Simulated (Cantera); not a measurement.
Feed: 1 mol C₃H₈, 0.062 mol O₂, 1.1 mol H₂, a varied amount of NH₃, equilibrated at 2823.15 K and 0.240 Torr.

Method: chemical equilibrium by Gibbs-energy minimisation in Cantera with the NASA 1993 tables (ideal gas, pure condensed phases). Candidate condensed phases: C, C₆H₆, C₇H₈, C₈H₁₈, H₂O; 136 gas species. Rates play no part.

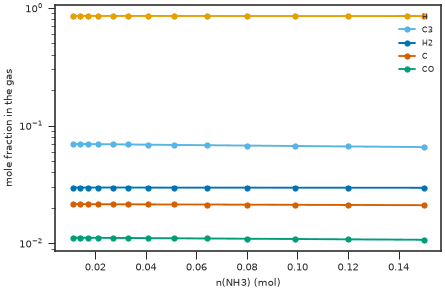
Figure: Equilibrium gas composition (values under 1e-9 drawn at 1e-9)

Read off the mole fractions at 0.08 mol NH₃.

H about 0.85, C₃ about 0.068, H₂ about 0.030, C about 0.021, CO about 0.011.
